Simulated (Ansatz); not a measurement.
# Geometry relaxation, with input and output: Si2H7OF

The run: geometry relaxation of Si2H7OF. Method and program: RKS B3LYP-D4/def2-SVP (Ansatz 0.2.0).

It belongs to a series of runs on one base structure; here: end point A relaxed. Figures and captions count atoms from 1; the log counts them from 0 in places.

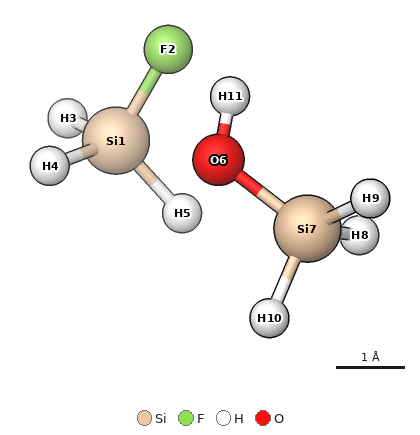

The input geometry (ball-and-stick view, seen at a tilt; atoms are numbered from 1 in the order of the input).

## Input
```yaml
crystal:
  periodic: [false, false, false]
  atoms:
    - { symbol: Si, position_ang: [0.455993, 0.099572, -0.076592] }
    - { symbol: F, position_ang: [0.226757, -0.194373, 1.497844] }
    - { symbol: H, position_ang: [1.931477, 0.043117, -0.28368] }
    - { symbol: H, position_ang: [-0.035394, 1.453596, -0.423506] }
    - { symbol: H, position_ang: [-0.180541, -0.969316, -0.888176] }
    - { symbol: O, position_ang: [-2.323729, 0.125262, 0.687269] }
    - { symbol: Si, position_ang: [-3.438047, -0.993249, 0.125886] }
    - { symbol: H, position_ang: [-2.824155, -2.339113, -0.085768] }
    - { symbol: H, position_ang: [-4.588169, -1.147305, 1.06616] }
    - { symbol: H, position_ang: [-3.919224, -0.45509, -1.172319] }
    - { symbol: H, position_ang: [-1.886668, -0.055902, 1.549581] }
basis:
  gaussian: { orbitals: def2-SVP }
hamiltonian:
  xc: b3lyp
  dispersion: d4
relax:
  f_tol: 0.03
  max_steps: 50
output:
  orbitals: {}
```

Launch command:
```bash
ansatz run input.yaml --threads 2 --pin off --max-ram 3072MiB --backend cpu --events-out ev --progress --plain --runs-dir out
```

## The program's output
```
The last accepted step is kept in [file] (removed where the run ends without a failure and the disk answers)
Engine: ansatz 0.2.0, aarch64-unknown-linux-gnu
Functional definition: B3LYP
  parameter a0 = 0.2
  parameter ax = 0.72
  parameter ac = 0.81
  exchange = (1 - a0 - ax)*slater_x + ax*b88_x + a0*exact_x
  correlation = (1 - ac)*vwn_rpa_c + ac*lyp_c
1012 factors; integrals over basis functions are off by at most 6.6e-4 eV
mean field evaluation 1: about -20622.8162 eV, gradient 5.4e1 eV
mean field evaluation 2: about -20612.6334 eV, gradient 9.2e1 eV
mean field evaluation 4: about -20627.6308 eV, gradient 4.3e0 eV
mean field evaluation 8: about -20627.6666 eV, gradient 1.8e-2 eV
mean field -20627.66655162 eV, -758.0527638376 hartree, gradient 7.1e-5 eV, S^2 0.000000; 0 other end points of the search recorded, 0 dependent functions left out
the calculation of the forces begins
reference -20627.66683787 eV, -758.0527743568 hartree; 26, 26 occupied and 73, 73 virtual orbitals, 1012 factors
relax step   1: F+E_penalty+E_count = -20627.96613269 eV  Δ(F+E_penalty+E_count) = +0.000e0 eV  max|allowed force component| = 8.589e-1 eV/Å  Δτ_max = 0.0000 Å  (22 SCF iters, accepted)
these checks for a lower state are left out or cut short: starts, cluster_reference, orbital_swaps, neighbouring_geometries, increment
1012 factors; integrals over basis functions are off by at most 6.6e-4 eV
mean field evaluation 16: about -20627.6928 eV, gradient 5.1e-2 eV
mean field -20627.69283174 eV, -758.0537296141 hartree, gradient 4.8e-5 eV, S^2 0.000000; 0 other end points of the search recorded, 0 dependent functions left out
[... from here on the field's lines of each further geometry are left out, up to the last ...]
relax step   2: F+E_penalty+E_count = -20627.98570154 eV  Δ(F+E_penalty+E_count) = -1.957e-2 eV  max|allowed force component| = 4.337e-1 eV/Å  Δτ_max = 0.0733 Å  (23 SCF iters, accepted)
relax step   3: F+E_penalty+E_count = -20627.99366295 eV  Δ(F+E_penalty+E_count) = -7.961e-3 eV  max|allowed force component| = 9.952e-2 eV/Å  Δτ_max = 0.0751 Å  (23 SCF iters, accepted)
relax step   4: F+E_penalty+E_count = -20627.99734242 eV  Δ(F+E_penalty+E_count) = -3.679e-3 eV  max|allowed force component| = 1.770e-1 eV/Å  Δτ_max = 0.0632 Å  (23 SCF iters, accepted)
relax step   5: F+E_penalty+E_count = -20627.99951484 eV  Δ(F+E_penalty+E_count) = -2.172e-3 eV  max|allowed force component| = 1.198e-1 eV/Å  Δτ_max = 0.0473 Å  (23 SCF iters, accepted)
relax step   6: F+E_penalty+E_count = -20628.00104376 eV  Δ(F+E_penalty+E_count) = -1.529e-3 eV  max|allowed force component| = 4.817e-2 eV/Å  Δτ_max = 0.0652 Å  (23 SCF iters, accepted)
relax step   7: F+E_penalty+E_count = -20628.00173703 eV  Δ(F+E_penalty+E_count) = -6.933e-4 eV  max|allowed force component| = 3.333e-2 eV/Å  Δτ_max = 0.0467 Å  (23 SCF iters, accepted)
relax step   8: F+E_penalty+E_count = -20628.00225040 eV  Δ(F+E_penalty+E_count) = -5.134e-4 eV  max|allowed force component| = 1.835e-2 eV/Å  Δτ_max = 0.0350 Å  (23 SCF iters, accepted)
relax step   9: F+E_penalty+E_count = -20628.00288838 eV  Δ(F+E_penalty+E_count) = -6.380e-4 eV  max|allowed force component| = 4.242e-2 eV/Å  Δτ_max = 0.0747 Å  (23 SCF iters, accepted)
relax step  10: F+E_penalty+E_count = -20628.00317581 eV  Δ(F+E_penalty+E_count) = -2.874e-4 eV  max|allowed force component| = 4.295e-2 eV/Å  Δτ_max = 0.0566 Å  (23 SCF iters, accepted)
relax step  11: F+E_penalty+E_count = -20628.00337828 eV  Δ(F+E_penalty+E_count) = -2.025e-4 eV  max|allowed force component| = 3.343e-2 eV/Å  Δτ_max = 0.0209 Å  (24 SCF iters, accepted)
the calculation of the forces begins
reference -20627.71441417 eV, -758.0545227536 hartree; 26, 26 occupied and 73, 73 virtual orbitals, 1012 factors
relax step  12: F+E_penalty+E_count = -20628.00354505 eV  Δ(F+E_penalty+E_count) = -1.668e-4 eV  max|allowed force component| = 2.582e-2 eV/Å  Δτ_max = 0.0229 Å  (23 SCF iters, accepted)
```

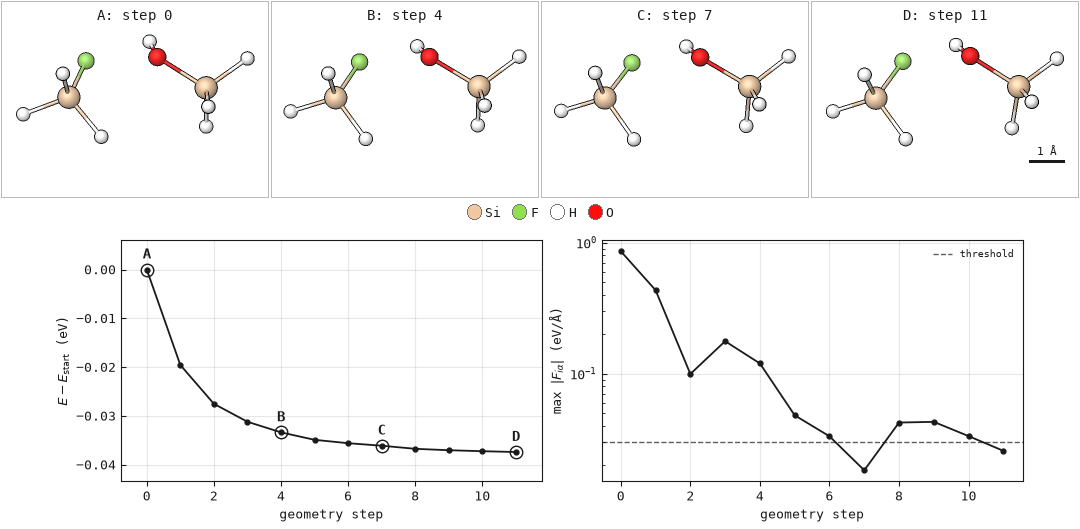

Frames of the relaxation (ball-and-stick view, seen at a tilt) above the curves, on which the letters mark them (the first geometry is step 0 here and step 1 in the log).

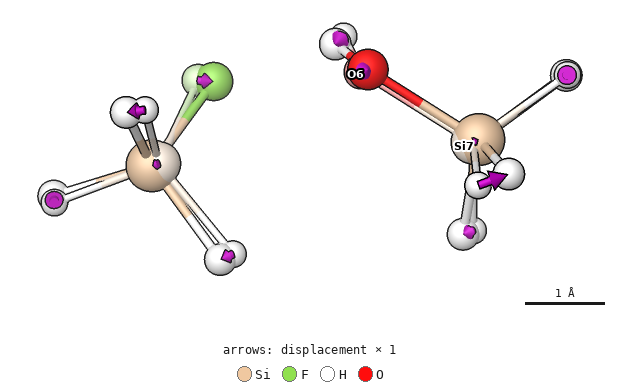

Start (faint) and end (solid) with the displacements as pink arrows, at true length (ball-and-stick view, seen at a tilt). The two geometries are laid on each other by the best rigid fit. The atom that moves furthest after the best rigid fit is H10 (0.42 Å). Largest moves by element: H 0.42 Å, O 0.24 Å, F 0.22 Å, Si 0.10 Å. Distances before and after: Si1–F2 1.618 → 1.649 Å, O6–H11 0.984 → 0.969 Å, O6–Si7 1.676 → 1.671 Å. Over 11 geometry steps the energy falls by 0.037 eV. Largest force component: 0.86 eV/Å at the start, 0.026 eV/Å at the end. (Atoms are counted from 1 in the order of the input.)

```
1012 factors; integrals over basis functions are off by at most 5.0e-4 eV
mean field -20627.71411947 eV, -758.0545119237 hartree, gradient 5.4e-5 eV, S^2 0.000000; 1 other end points of the search recorded, 0 dependent functions left out
the calculation of the forces begins
reference -20627.71441417 eV, -758.0545227536 hartree; 26, 26 occupied and 73, 73 virtual orbitals, 1012 factors
Total energy: -20628.00383975 eV, -758.0651589478 hartree
Atom 0 at     0.559061     0.087209    -0.072862 Å, force     0.007644    -0.006198     0.014674 eV/Å
Atom 1 at     0.015975    -0.219636     1.453078 Å, force     0.002569     0.004460    -0.015944 eV/Å
Atom 2 at     2.035333    -0.089997    -0.028759 Å, force    -0.004638    -0.000871    -0.001120 eV/Å
Atom 3 at     0.214619     1.484517    -0.428743 Å, force    -0.004265    -0.003576     0.000340 eV/Å
Atom 4 at    -0.047212    -0.901238    -0.998448 Å, force    -0.000698     0.006083     0.002947 eV/Å
Atom 5 at    -2.494054     0.254959     0.569997 Å, force    -0.006150    -0.025817     0.002281 eV/Å
Atom 6 at    -3.510057    -1.006335     0.157776 Å, force     0.002352     0.014779    -0.001253 eV/Å
Atom 7 at    -2.744359    -2.239734    -0.203064 Å, force    -0.002653     0.005744     0.004001 eV/Å
Atom 8 at    -4.446027    -1.354533     1.270447 Å, force     0.009746     0.001373    -0.006858 eV/Å
Atom 9 at    -4.292278    -0.548032    -1.020413 Å, force     0.004717    -0.001359     0.009284 eV/Å
Atom 10 at    -1.872701     0.100019     1.297689 Å, force    -0.008624     0.005382    -0.008351 eV/Å
Dipole moment:     0.223668    -0.079950    -0.104485 e Å
```

## Trajectory as extended XYZ (Å, eV, eV/Å), 12 frames, from step=1 to step=12
```
11
Properties=species:S:1:pos:R:3:forces:R:3 step=1 energy=-20627.96613
Si    0.4560    0.0996   -0.0766    0.2144   0.1506  -0.8589
F     0.2268   -0.1944    1.4978   -0.1690  -0.1560   0.8152
H     1.9315    0.0431   -0.2837    0.0054  -0.0053   0.0028
H    -0.0354    1.4536   -0.4235   -0.0040   0.0077   0.0036
H    -0.1805   -0.9693   -0.8882    0.0109   0.0090   0.0084
O    -2.3237    0.1253    0.6873    0.2519  -0.1767   0.7418
Si   -3.4380   -0.9932    0.1259   -0.0005   0.0290  -0.0409
H    -2.8242   -2.3391   -0.0858    0.0066   0.0079   0.0205
H    -4.5882   -1.1473    1.0662    0.0107   0.0066   0.0113
H    -3.9192   -0.4551   -1.1723   -0.0152  -0.0133  -0.0040
H    -1.8867   -0.0559    1.5496   -0.3112   0.1405  -0.6998
11
Properties=species:S:1:pos:R:3:forces:R:3 step=2 energy=-20627.98570
Si    0.5083    0.1141   -0.0914    0.1057   0.0601  -0.4337
F     0.2162   -0.1855    1.4836   -0.0825  -0.0809   0.4065
H     1.9884    0.0502   -0.2627   -0.0226   0.0042   0.0308
H     0.0224    1.4684   -0.4462   -0.0050   0.0072   0.0093
H    -0.1167   -0.9494   -0.9181   -0.0091   0.0052   0.0040
O    -2.3700    0.1187    0.7087    0.0484  -0.1032   0.2001
Si   -3.4784   -0.9997    0.1365    0.0548   0.0626   0.0391
H    -2.8572   -2.3428   -0.0703    0.0028  -0.0030  -0.0020
H    -4.6256   -1.1590    1.0790   -0.0172  -0.0066  -0.0060
H    -3.9620   -0.4638   -1.1620   -0.0102  -0.0092   0.0027
H    -1.9071   -0.0839    1.5395   -0.0650   0.0636  -0.2507
11
Properties=species:S:1:pos:R:3:forces:R:3 step=3 energy=-20627.99366
Si    0.5276    0.1189   -0.0887    0.0172   0.0073  -0.0995
F     0.2063   -0.2005    1.4902   -0.0452  -0.0054   0.0355
H     2.0097    0.0569   -0.2350   -0.0272  -0.0048   0.0280
H     0.0421    1.4769   -0.4324    0.0076  -0.0011   0.0205
H    -0.0973   -0.9332   -0.9298    0.0153   0.0024   0.0064
O    -2.3845    0.1254    0.6832   -0.0752  -0.0630  -0.0207
Si   -3.4988   -1.0037    0.1465    0.0496   0.0752  -0.0206
H    -2.8733   -2.3445   -0.0638    0.0029  -0.0052   0.0139
H    -4.6369   -1.1624    1.1009    0.0110  -0.0012   0.0093
H    -4.0068   -0.4820   -1.1487   -0.0172  -0.0105   0.0005
H    -1.8698   -0.0845    1.4743    0.0612   0.0064   0.0267
11
Properties=species:S:1:pos:R:3:forces:R:3 step=4 energy=-20627.99734
Si    0.5379    0.1221   -0.0969   -0.0471  -0.0461   0.1658
F     0.1498   -0.2226    1.4723    0.0623   0.0389  -0.1770
H     2.0243    0.0541   -0.1817   -0.0385  -0.0052   0.0185
H     0.0688    1.4890   -0.4279    0.0084  -0.0133   0.0056
H    -0.0635   -0.9177   -0.9699    0.0142   0.0201  -0.0004
O    -2.3967    0.1359    0.6700   -0.0916  -0.0616  -0.0410
Si   -3.5095   -1.0037    0.1556    0.0472   0.0682   0.0213
H    -2.8761   -2.3421   -0.0486    0.0062  -0.0011  -0.0095
H    -4.6315   -1.1701    1.1281    0.0076   0.0073   0.0042
H    -4.0473   -0.4968   -1.1343   -0.0029  -0.0153   0.0074
H    -1.8379   -0.0808    1.4300    0.0344   0.0082   0.0051
11
Properties=species:S:1:pos:R:3:forces:R:3 step=5 energy=-20627.99951
Si    0.5439    0.1222   -0.0933    0.0138  -0.0469   0.1042
F     0.1305   -0.2387    1.4640    0.0145   0.0312  -0.1198
H     2.0305    0.0421   -0.1487   -0.0280   0.0026   0.0035
H     0.0916    1.4969   -0.4134   -0.0021  -0.0099   0.0052
H    -0.0468   -0.9025   -0.9908   -0.0008   0.0216   0.0060
O    -2.4111    0.1488    0.6475   -0.0249  -0.0541  -0.0023
Si   -3.5188   -1.0064    0.1604    0.0471   0.0592   0.0135
H    -2.8709   -2.3370   -0.0514   -0.0011  -0.0021  -0.0001
H    -4.6192   -1.1788    1.1567    0.0091  -0.0019  -0.0047
H    -4.0878   -0.5171   -1.1233   -0.0051  -0.0094   0.0158
H    -1.8236   -0.0624    1.3889   -0.0224   0.0098  -0.0213
11
Properties=species:S:1:pos:R:3:forces:R:3 step=6 energy=-20628.00104
Si    0.5602    0.1206   -0.0897    0.0014  -0.0140  -0.0032
F     0.0965   -0.2546    1.4467    0.0039   0.0047  -0.0142
H     2.0457    0.0178   -0.1036   -0.0272  -0.0044  -0.0081
H     0.1335    1.5055   -0.3993    0.0078   0.0080   0.0099
H    -0.0330   -0.8713   -1.0218    0.0228   0.0033   0.0153
O    -2.4303    0.1655    0.6188   -0.0088  -0.0350  -0.0026
Si   -3.5277   -1.0117    0.1659    0.0217   0.0482   0.0181
H    -2.8617   -2.3324   -0.0553   -0.0031   0.0055  -0.0031
H    -4.5989   -1.1984    1.1919    0.0145  -0.0057  -0.0081
H    -4.1446   -0.5429   -1.1043    0.0133  -0.0095   0.0244
H    -1.8215   -0.0310    1.3475   -0.0464  -0.0009  -0.0284
11
Properties=species:S:1:pos:R:3:forces:R:3 step=7 energy=-20628.00174
Si    0.5703    0.1201   -0.0883    0.0305  -0.0180  -0.0261
F     0.0756   -0.2619    1.4357   -0.0124   0.0032   0.0159
H     2.0532   -0.0053   -0.0805   -0.0102   0.0044  -0.0018
H     0.1706    1.5159   -0.3878   -0.0056  -0.0077   0.0022
H    -0.0149   -0.8588   -1.0386   -0.0031   0.0165   0.0115
O    -2.4495    0.1806    0.5988   -0.0025  -0.0085  -0.0089
Si   -3.5354   -1.0148    0.1699    0.0103   0.0173   0.0042
H    -2.8522   -2.3246   -0.0655   -0.0021   0.0079  -0.0005
H    -4.5816   -1.2222    1.2181    0.0177   0.0026  -0.0128
H    -4.1854   -0.5597   -1.0888    0.0106  -0.0052   0.0287
H    -1.8324   -0.0021    1.3237   -0.0333  -0.0127  -0.0124
11
Properties=species:S:1:pos:R:3:forces:R:3 step=8 energy=-20628.00225
Si    0.5735    0.1150   -0.0850    0.0081   0.0067  -0.0183
F     0.0619   -0.2605    1.4351   -0.0060  -0.0009   0.0124
H     2.0547   -0.0235   -0.0677   -0.0052  -0.0007   0.0006
H     0.1875    1.5150   -0.3850    0.0002  -0.0110  -0.0002
H    -0.0176   -0.8550   -1.0397    0.0001   0.0045   0.0059
O    -2.4597    0.1933    0.5841    0.0092   0.0179  -0.0061
Si   -3.5340   -1.0157    0.1691   -0.0090  -0.0063   0.0013
H    -2.8354   -2.3143   -0.0833   -0.0051   0.0088  -0.0017
H    -4.5587   -1.2430    1.2345    0.0171   0.0014  -0.0134
H    -4.2119   -0.5646   -1.0756    0.0064  -0.0066   0.0181
H    -1.8419    0.0206    1.3103   -0.0157  -0.0139   0.0015
11
Properties=species:S:1:pos:R:3:forces:R:3 step=9 energy=-20628.00289
Si    0.5717    0.1035   -0.0792   -0.0141   0.0248   0.0032
F     0.0361   -0.2475    1.4391    0.0080  -0.0041   0.0015
H     2.0496   -0.0604   -0.0469    0.0001   0.0005   0.0045
H     0.2095    1.5070   -0.3938    0.0085  -0.0140  -0.0028
H    -0.0281   -0.8631   -1.0305   -0.0038  -0.0092  -0.0039
O    -2.4762    0.2214    0.5672    0.0003   0.0266  -0.0083
Si   -3.5250   -1.0134    0.1649   -0.0364  -0.0424   0.0030
H    -2.7954   -2.2869   -0.1311   -0.0129   0.0259   0.0005
H    -4.5077   -1.2915    1.2593    0.0296   0.0088  -0.0285
H    -4.2559   -0.5642   -1.0501    0.0110  -0.0082   0.0180
H    -1.8604    0.0625    1.2978    0.0097  -0.0087   0.0127
11
Properties=species:S:1:pos:R:3:forces:R:3 step=10 energy=-20628.00318
Si    0.5665    0.0936   -0.0746   -0.0065   0.0270   0.0220
F     0.0225   -0.2350    1.4466    0.0058   0.0002  -0.0214
H     2.0430   -0.0822   -0.0344   -0.0051  -0.0061   0.0017
H     0.2206    1.4973   -0.4061    0.0014  -0.0149  -0.0022
H    -0.0408   -0.8776   -1.0165    0.0001  -0.0068  -0.0013
O    -2.4882    0.2423    0.5602   -0.0010   0.0051   0.0013
Si   -3.5173   -1.0110    0.1610   -0.0365  -0.0340  -0.0010
H    -2.7641   -2.2624   -0.1713   -0.0235   0.0350   0.0071
H    -4.4696   -1.3282    1.2729    0.0405   0.0117  -0.0429
H    -4.2839   -0.5598   -1.0320    0.0176  -0.0156   0.0291
H    -1.8704    0.0900    1.2908    0.0072  -0.0016   0.0078
11
Properties=species:S:1:pos:R:3:forces:R:3 step=11 energy=-20628.00338
Si    0.5637    0.0913   -0.0738   -0.0102  -0.0027   0.0184
F     0.0179   -0.2278    1.4488    0.0106   0.0059  -0.0196
H     2.0398   -0.0890   -0.0309   -0.0075   0.0066   0.0018
H     0.2171    1.4916   -0.4178    0.0076  -0.0094   0.0025
H    -0.0427   -0.8876   -1.0088   -0.0016  -0.0013  -0.0011
O    -2.4913    0.2492    0.5651   -0.0099  -0.0130   0.0000
Si   -3.5138   -1.0084    0.1591   -0.0163  -0.0155   0.0064
H    -2.7537   -2.2515   -0.1858   -0.0164   0.0271   0.0026
H    -4.4573   -1.3422    1.2725    0.0278   0.0119  -0.0334
H    -4.2887   -0.5541   -1.0269    0.0167  -0.0113   0.0268
H    -1.8728    0.0956    1.2952   -0.0008   0.0017  -0.0045
11
Properties=species:S:1:pos:R:3:forces:R:3 step=12 energy=-20628.00354
Si    0.5591    0.0872   -0.0729    0.0076  -0.0062   0.0147
F     0.0160   -0.2196    1.4531    0.0026   0.0045  -0.0159
H     2.0353   -0.0900   -0.0288   -0.0046  -0.0009  -0.0011
H     0.2146    1.4845   -0.4287   -0.0043  -0.0036   0.0003
H    -0.0472   -0.9012   -0.9984   -0.0007   0.0061   0.0029
O    -2.4941    0.2550    0.5700   -0.0062  -0.0258   0.0023
Si   -3.5101   -1.0063    0.1578    0.0024   0.0148  -0.0013
H    -2.7444   -2.2397   -0.2031   -0.0027   0.0057   0.0040
H    -4.4460   -1.3545    1.2704    0.0097   0.0014  -0.0069
H    -4.2923   -0.5480   -1.0204    0.0047  -0.0014   0.0093
H    -1.8727    0.1000    1.2977   -0.0086   0.0054  -0.0084
```

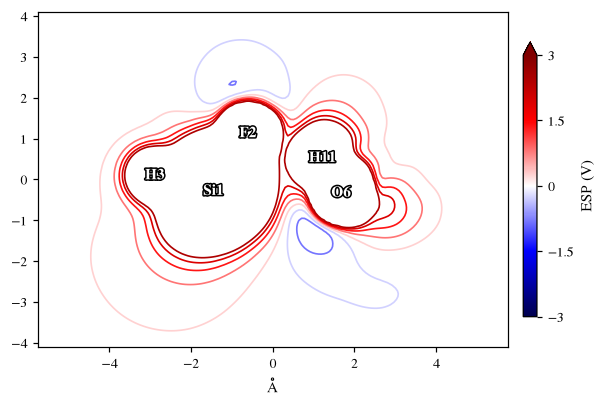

Molecular electrostatic potential on the plane of atoms F2, Si1 and H3.

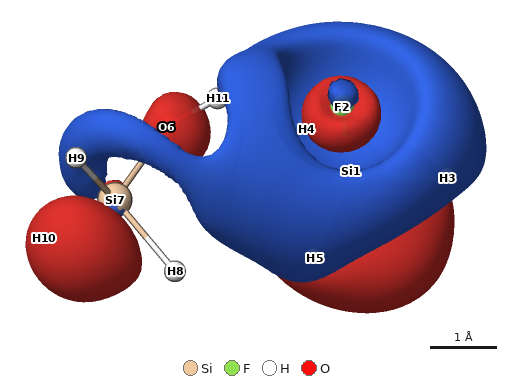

One frontier orbital at ±0.08 Å⁻³ᐟ² (red and blue are the two phases), seen at an oblique angle. The LUMO, at −0.13 eV. It lies mainly on Si1 (50 %), Si7 (10 %) and F2 (10 %).

## Results in brief

| quantity | value |
| --- | --- |
| outcome | converged |
| total energy | −20628.0038 eV |
| mean-field energy | −20627.7144 eV |
| largest force (length of the vector) at the end | 0.027 eV/Å |
| hardware | 2 threads of Arm Neoverse V2, 24 GiB of memory available, shared host |
| wall time | 21 s (CPU time 40 s) |
| peak memory | 0.2 GiB |
